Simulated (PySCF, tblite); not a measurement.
**C₆H₈O₂Si: a rotation path, then NMR shifts on frames**

How do NMR shifts of C₆H₈O₂Si (`COC(=O)C1=CC=C[SiH2]1`) change as the atoms move?

Programs: tblite 0.8.0 and PySCF 2.14.0, with density-fitted response routines of our own. Each step states its level of theory. These are calculated values for one molecule in the gas phase, unless marked as measured. Atoms count from 0, in the outputs and in this text.

### 1 The starting structure

17 atoms, charge 0, multiplicity 1; geometry from: GFN2-xTB.

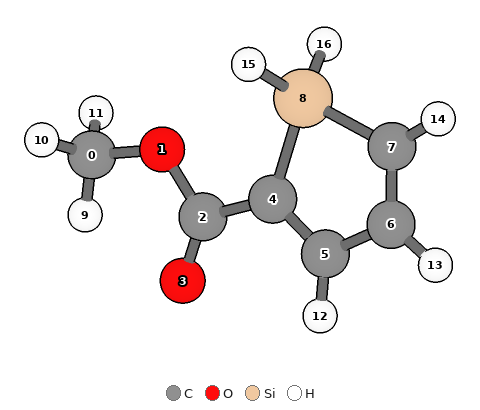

As it starts; carbon grey, oxygen red, silicon light orange, hydrogen white, atoms numbered.

### 2 A band between two rotamers with GFN2-xTB

What the job is given:

```
{"job": {"kind": "neb", "xc": "GFN2-xTB", "basis": "xTB", "atoms": [1, 2, 4, 8], "turn": 180}, "charge": 0, "multiplicity": 1}
C      3.064973    -0.906126     0.396345
O      1.680980    -0.602971     0.456245
C      1.125722     0.018945    -0.609668
O      1.744439     0.326657    -1.600725
C     -0.289692     0.237029    -0.360247
C     -1.123508     0.843475    -1.228308
C     -2.501041     0.967392    -0.794781
C     -2.788044     0.464954     0.415429
Si    -1.227740    -0.274584     1.195126
H      3.453308    -0.663652    -0.595452
H      3.588323    -0.319394     1.152943
H      3.190064    -1.969528     0.600844
H     -0.805616     1.219258    -2.190003
H     -3.222988     1.445232    -1.442095
H     -3.782238     0.506876     0.828072
H     -0.801830     0.440638     2.395107
H     -1.312109    -1.722171     1.371257
```

Method: GFN2-xTB climbing-image nudged elastic band, gas phase.

Launch:

```
OMP_NUM_THREADS=1 python probes_run.py task.json out
```

One launch serves the whole session: the jobs run in the order shown.

The log of the run:

```text
image   E - E0 / eV
  0      -0.0000
  1       0.0179
  2       0.0671
  3       0.1257
  4       0.1543
  5       0.1309
  6       0.0805
  7       0.0438
  8       0.0213
```

Wall time 4.2 s (1 thread of Intel Xeon Platinum 8488C, shared host); peak memory 0.19 GiB.

The final band, with the dihedral O1–C2–C4–Si8:

```csv
image,dihedral (°),energy (eV),energy (kcal/mol)
0,-1,0.000,0.0
1,19,0.018,0.4
2,40,0.067,1.5
3,63,0.126,2.9
4,88,0.154,3.6
5,112,0.131,3.0
6,136,0.080,1.9
7,158,0.044,1.0
8,180,0.021,0.5
```

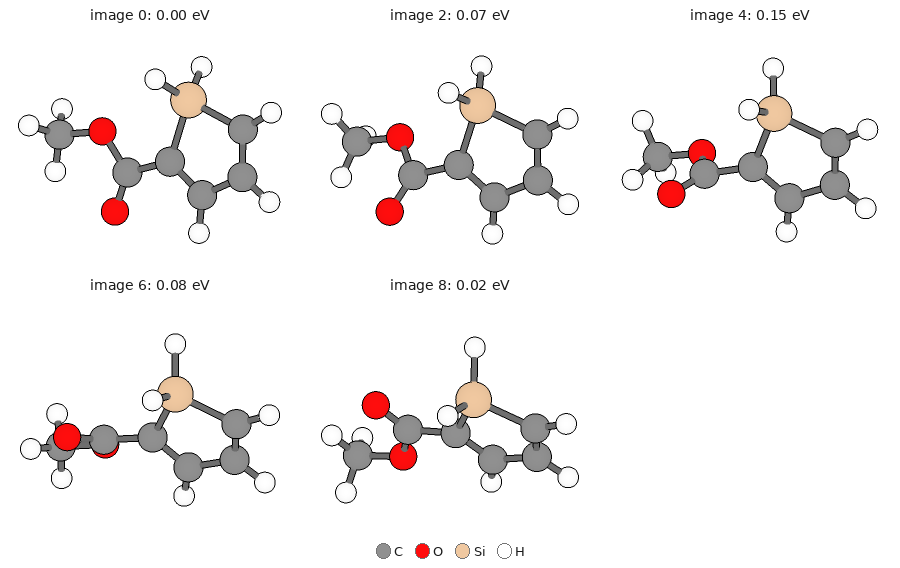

Images along the band.

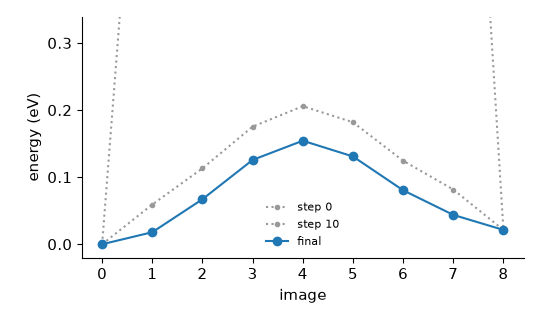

Energy along the band, early and final.

### 3 Nuclear shieldings: image 0, PBE0/pcSseg-1

What the job is given:

```
{"job": {"kind": "nmr", "xc": "PBE0", "basis": "pcSseg-1", "pop": false}, "charge": 0, "multiplicity": 1}
C      3.065000    -0.906100     0.396300
O      1.681000    -0.603000     0.456200
C      1.125700     0.018900    -0.609700
O      1.744400     0.326700    -1.600700
C     -0.289700     0.237000    -0.360200
C     -1.123500     0.843500    -1.228300
C     -2.501000     0.967400    -0.794800
C     -2.788000     0.465000     0.415400
Si    -1.227700    -0.274600     1.195100
H      3.453300    -0.663700    -0.595500
H      3.588300    -0.319400     1.152900
H      3.190100    -1.969500     0.600800
H     -0.805600     1.219300    -2.190000
H     -3.223000     1.445200    -1.442100
H     -3.782200     0.506900     0.828100
H     -0.801800     0.440600     2.395100
H     -1.312100    -1.722200     1.371300
```

With the program's defaults for keys left out, this is: GIAO PBE0/pcSseg-1 NMR shielding, non-relativistic, gas phase.

The log of the run:

```text
coarse grid: 15272 points
cycle   1  E = -672.5277792792  dE =  1.500e+00  |g| = 8.854e-01  |ddm| = 3.919e+00
cycle   2  E = -672.2181619162  dE =  3.096e-01  |g| = 1.561e+00  |ddm| = 2.160e+00
cycle   3  E = -672.6621719169  dE = -4.440e-01  |g| = 2.972e-01  |ddm| = 1.631e+00
cycle   4  E = -672.6786583337  dE = -1.649e-02  |g| = 8.295e-02  |ddm| = 2.710e-01
cycle   5  E = -672.6796849340  dE = -1.027e-03  |g| = 2.777e-02  |ddm| = 6.151e-02
cycle   6  E = -672.6798608404  dE = -1.759e-04  |g| = 7.255e-03  |ddm| = 3.300e-02
cycle   7  E = -672.6798730040  dE = -1.216e-05  |g| = 2.834e-03  |ddm| = 1.008e-02
cycle   8  E = -672.6798748720  dE = -1.868e-06  |g| = 7.187e-04  |ddm| = 2.795e-03
final grid: 144568 points
cycle   9  E = -672.7538713105  dE = -1.907e-05  |g| = 1.341e-02  |ddm| = 3.017e-02
cycle  10  E = -672.7538223328  dE =  4.898e-05  |g| = 2.099e-02  |ddm| = 2.687e-02
cycle  11  E = -672.7539052563  dE = -8.292e-05  |g| = 2.159e-03  |ddm| = 1.802e-02
cycle  12  E = -672.7539060684  dE = -8.121e-07  |g| = 5.279e-04  |ddm| = 1.769e-03
cycle  13  E = -672.7539061167  dE = -4.827e-08  |g| = 1.707e-04  |ddm| = 5.347e-04
cycle  14  E = -672.7539061226  dE = -5.914e-09  |g| = 4.137e-05  |ddm| = 1.578e-04
cycle  15  E = -672.7539061229  dE = -3.029e-10  |g| = 2.097e-05  |ddm| = 4.400e-05
converged SCF energy = -672.7539061229

GIAO shielding tensors (ppm)
atom      isotropic    diamagn.    paramagn.     s11        s22        s33       span
  0 C      137.007     241.504    -104.496    100.074    126.940    184.008     83.934
  1 O      145.207     404.370    -259.163    -26.895    215.412    247.104    273.999
  2 C       15.995     249.026    -233.030    -81.537     60.114     69.408    150.945
  3 O      -54.815     402.651    -457.467   -297.832   -208.538    341.923    639.755
  4 C       46.875     262.411    -215.536    -40.097     43.298    137.425    177.521
  5 C       20.600     250.969    -230.368    -98.397     16.411    143.788    242.185
  6 C       31.683     254.724    -223.041    -84.559     37.074    142.534    227.093
  7 C       40.397     262.466    -222.069    -69.730     22.733    168.187    237.918
  8 Si     396.155     882.040    -485.885    343.728    396.026    448.710    104.982
  9 H       26.096      27.856      -1.760     21.909     26.355     30.024      8.116
 10 H       28.286      27.519       0.767     23.720     26.395     34.743     11.023
 11 H       28.266      27.584       0.682     23.716     26.584     34.497     10.781
 12 H       23.550      32.769      -9.219     20.347     22.742     27.563      7.216
 13 H       24.269      29.551      -5.282     22.355     23.046     27.405      5.049
 14 H       25.048      29.355      -4.307     23.688     24.890     26.565      2.877
 15 H       27.051      29.522      -2.472     23.497     25.688     31.967      8.470
 16 H       27.054      29.518      -2.465     23.535     25.684     31.942      8.407
```

It took 32 s on 1 thread of Intel Xeon Platinum 8488C, shared host; peak memory 0.91 GiB.

Shifts follow as δ = σ(reference) − σ, with reference shieldings (ppm) from runs at the same level and on the same kind of geometry: ¹H TMS 31.72, ¹³C TMS 186.9, ²⁹Si TMS 349.2, ¹⁷O H2O 336.1. The references are single molecules in the gas phase, so shifts against H2O, NH3, PH3, H3PO4 or CFCl3 are not on the usual liquid scales and can be off by tens of ppm. Each atom is listed at this fixed geometry, with no averaging over motion; a spectrum would average atoms that exchange fast.

```csv
atoms,environment,σ (ppm),δ (ppm)
C2,ester carbonyl carbon,16.0,170.9
C5,β carbon of a C=C–C=O unit,20.6,166.3
C6,alkene CH,31.7,155.2
C7,alkene CH,40.4,146.5
C4,α carbon of a C=C–C=O unit,46.9,140.0
C0,methyl carbon bonded to O,137.0,49.9
H12,hydrogen on a β carbon of a C=C–C=O unit,23.55,8.17
H13,hydrogen on an alkene CH,24.27,7.45
H14,hydrogen on an alkene CH,25.05,6.67
H9,hydrogen on a methyl carbon bonded to O,26.10,5.62
H15,"hydrogen on a silicon bonded to 2 C, in a 5-membered ring",27.05,4.67
H16,"hydrogen on a silicon bonded to 2 C, in a 5-membered ring",27.05,4.66
H11,hydrogen on a methyl carbon bonded to O,28.27,3.45
H10,hydrogen on a methyl carbon bonded to O,28.29,3.43
O3,ester carbonyl oxygen,-54.8,390.9
O1,ester alkoxy oxygen,145.2,190.9
Si8,"silicon bonded to 2 C, 2 H, in a 5-membered ring",396.2,-47.0
```

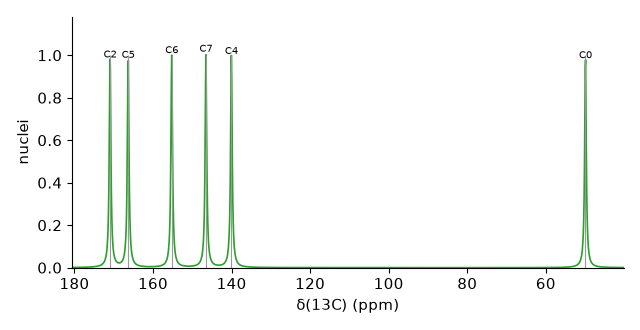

¹³C lines at the computed shifts, without couplings. Lines are broadened to a width of 0.48 ppm (Lorentzian).

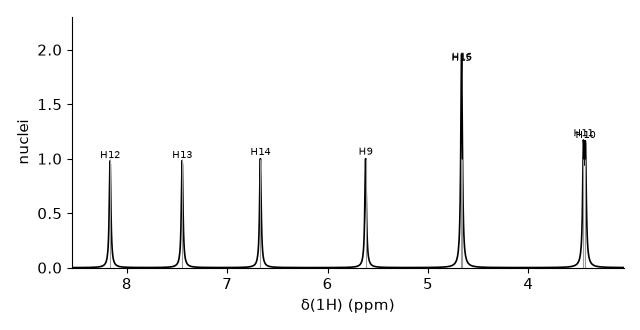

¹H lines at the computed shifts, without couplings. Lines are broadened to a width of 0.02 ppm (Lorentzian).

Ring of atoms C4, C5, C6, C7, Si8: NICS(0) 1.4, NICS(1) -1.8, NICS(1)zz 1.6 ppm (means of both faces).

### 4 Nuclear shieldings: image 2, PBE0/pcSseg-1

What the job is given:

```
{"job": {"kind": "nmr", "xc": "PBE0", "basis": "pcSseg-1", "pop": false}, "charge": 0, "multiplicity": 1}
C      3.034100    -1.114600     0.182300
O      1.644500    -0.833500     0.262600
C      1.187600     0.261000    -0.384700
O      1.898600     1.024300    -0.991900
C     -0.259000     0.373000    -0.225500
C     -1.092700     0.719600    -1.222200
C     -2.506500     0.740200    -0.890400
C     -2.824400     0.420700     0.371900
Si    -1.253800     0.022000     1.347000
H      3.527700    -0.374300    -0.450900
H      3.453400    -1.083700     1.188200
H      3.160400    -2.111800    -0.240800
H     -0.756900     0.940700    -2.225300
H     -3.233400     0.993100    -1.649500
H     -3.845300     0.414300     0.715400
H     -0.972900     0.985800     2.411200
H     -1.168300    -1.364800     1.792900
```

With the program's defaults for keys left out, this is: GIAO PBE0/pcSseg-1 NMR shielding, non-relativistic, gas phase.

The log of the run:

```text
coarse grid: 15272 points
cycle   1  E = -672.5204802599  dE =  1.497e+00  |g| = 8.920e-01  |ddm| = 3.904e+00
cycle   2  E = -672.2061912188  dE =  3.143e-01  |g| = 1.575e+00  |ddm| = 1.928e+00
cycle   3  E = -672.6570311048  dE = -4.508e-01  |g| = 2.984e-01  |ddm| = 1.423e+00
cycle   4  E = -672.6737333501  dE = -1.670e-02  |g| = 8.292e-02  |ddm| = 2.634e-01
cycle   5  E = -672.6747808387  dE = -1.047e-03  |g| = 2.632e-02  |ddm| = 5.920e-02
cycle   6  E = -672.6749368196  dE = -1.560e-04  |g| = 6.852e-03  |ddm| = 3.020e-02
cycle   7  E = -672.6749475725  dE = -1.075e-05  |g| = 2.613e-03  |ddm| = 9.374e-03
cycle   8  E = -672.6749491414  dE = -1.569e-06  |g| = 7.454e-04  |ddm| = 2.554e-03
final grid: 144568 points
cycle   9  E = -672.7492443907  dE = -1.753e-05  |g| = 1.344e-02  |ddm| = 3.232e-02
cycle  10  E = -672.7491963823  dE =  4.801e-05  |g| = 2.100e-02  |ddm| = 2.449e-02
cycle  11  E = -672.7492779417  dE = -8.156e-05  |g| = 2.421e-03  |ddm| = 1.607e-02
cycle  12  E = -672.7492789772  dE = -1.035e-06  |g| = 5.142e-04  |ddm| = 1.791e-03
cycle  13  E = -672.7492790253  dE = -4.806e-08  |g| = 1.505e-04  |ddm| = 5.137e-04
cycle  14  E = -672.7492790301  dE = -4.832e-09  |g| = 3.116e-05  |ddm| = 1.358e-04
cycle  15  E = -672.7492790303  dE = -1.714e-10  |g| = 1.451e-05  |ddm| = 3.423e-05
converged SCF energy = -672.7492790303

GIAO shielding tensors (ppm)
atom      isotropic    diamagn.    paramagn.     s11        s22        s33       span
  0 C      136.911     241.606    -104.695     98.798    127.647    184.290     85.492
  1 O      147.771     404.210    -256.439    -31.316    233.913    240.716    272.033
  2 C       12.037     249.928    -237.891    -89.747     52.524     73.335    163.082
  3 O      -79.553     402.600    -482.153   -352.636   -209.002    322.980    675.615
  4 C       43.536     263.290    -219.754    -47.026     34.678    142.957    189.982
  5 C       27.341     251.123    -223.782    -85.359     26.459    140.921    226.280
  6 C       30.771     254.715    -223.944    -86.877     37.219    141.972    228.849
  7 C       45.547     262.166    -216.620    -64.714     32.846    168.508    233.223
  8 Si     392.331     881.829    -489.498    334.270    394.427    448.295    114.026
  9 H       26.115      28.019      -1.904     22.162     26.218     29.966      7.804
 10 H       28.316      27.584       0.732     23.546     26.735     34.668     11.122
 11 H       28.297      27.666       0.631     23.837     26.391     34.663     10.826
 12 H       24.074      32.626      -8.553     20.497     23.553     28.170      7.673
 13 H       24.313      29.610      -5.297     22.331     23.288     27.321      4.989
 14 H       25.190      29.193      -4.002     23.987     25.173     26.411      2.424
 15 H       27.026      29.068      -2.042     23.788     25.303     31.987      8.199
 16 H       26.955      29.519      -2.564     23.078     25.839     31.947      8.870
```

It took 30 s on 1 thread of Intel Xeon Platinum 8488C, shared host; peak memory 0.91 GiB.

Key values: δ C2 174.9, C5 159.6, C6 156.2, C4 143.4, H12 7.64, H13 7.40 ppm.

(Part 1 of 2 ends here.)
